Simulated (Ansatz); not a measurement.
FH6N3Zr···HBr

Input file:

```
crystal:
  periodic: [false, false, false]
  atoms:
    - { symbol: Zr, position_ang: [0.094905, 0.032211, -0.057471] }
    - { symbol: F, position_ang: [0.11477, 0.053996, 1.920035] }
    - { symbol: "N", position_ang: [1.999036, -0.022218, -0.81797] }
    - { symbol: H, position_ang: [2.737786, -0.648846, -0.470557] }
    - { symbol: H, position_ang: [2.417033, 0.594153, -1.524286] }
    - { symbol: "N", position_ang: [-0.765183, 1.712003, -0.833978] }
    - { symbol: H, position_ang: [-1.520078, 1.766815, -1.527421] }
    - { symbol: H, position_ang: [-0.644262, 2.65124, -0.430704] }
    - { symbol: "N", position_ang: [-0.904513, -1.565409, -0.830836] }
    - { symbol: H, position_ang: [-1.827001, -1.809428, -0.439197] }
    - { symbol: H, position_ang: [-0.617468, -2.301161, -1.485103] }
    - { symbol: Br, position_ang: [-3.292846, -0.31789, 1.847762] }
    - { symbol: H, position_ang: [-1.919679, -0.145466, 2.446027] }
basis:
  gaussian: { orbitals: def2-SVP }
hamiltonian:
  xc: pbe
relax:
  f_tol: 0.03
  max_steps: 50
output:
  orbitals: {}
```

Run with:

```sh
ansatz run input.yaml --threads 4 --pin off --max-ram 5120MiB --backend cpu --events-out ev --progress --plain --runs-dir out
```

The fields are those of the run's last geometry, not of the input's.

Core potentials replace the inner electrons of Zr.

Theory: RKS PBE/def2-SVP (Ansatz 0.2.0).

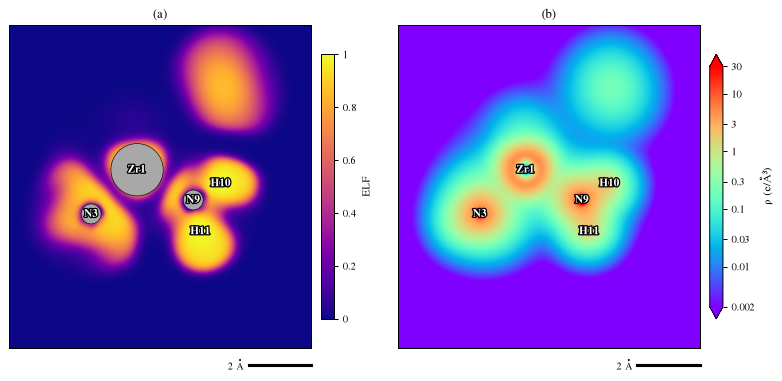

Figure 1. (a) electron localisation function; (b) electron density on the plane of atoms Zr1, N9 and H11. Grey discs cover the atomic cores in the ELF map.

Question: What does the map show?

Answer: The section cuts through Zr, N and H sites.
Zr–N (2.04 Å): ρ at the midpoint is about 0.83 e/Å³; the ELF peaks at about 0.90 in the valence shell of N, 0.6 Å from its nucleus, and drops to about 0.30 between the two atoms.
N–H (1.03 Å): the density is about 2.7 e/Å³ at the midpoint; the ELF climbs to about 1 towards the hydrogen, as it does in any bond to H: a covalent bond by its length.
The ELF also peaks beside Br12, away from the bonds: lone-pair regions.

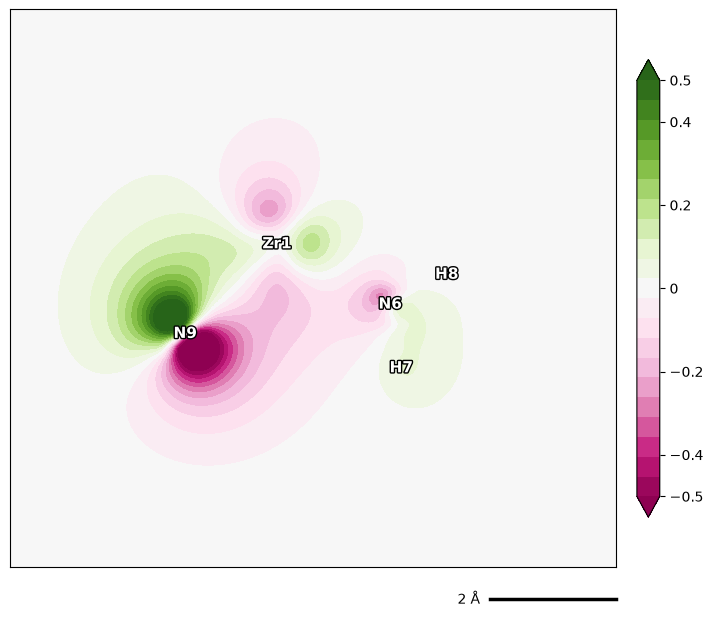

Figure 2. The HOMO−1 on the plane of atoms Zr1, N6 and H7 (values in Å⁻³ᐟ²; the overall sign is arbitrary).

Question: What is the character of this orbital?

Answer: By Hirshfeld shares it lies mainly on N9 (about 40 %), N6 (about 25 %) and Zr1 (about 20 %). Its energy is −6.02 eV.

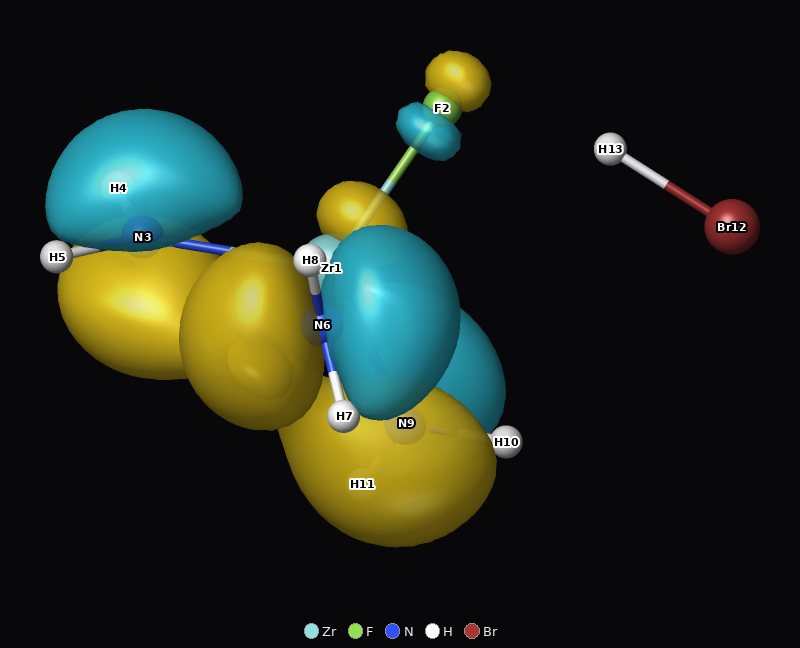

Figure 3. The HOMO at ±0.1 Å⁻³ᐟ² (yellow and cyan are the two phases), seen from one side.

Question: What is the character of this orbital?

Answer: Its weight (Hirshfeld) is mainly on N9 (about 25 %), N6 (about 25 %), N3 (about 20 %) and Zr1 (about 15 %); largely a combination of lone pairs on N9, N6 and N3. Its energy is −5.75 eV.
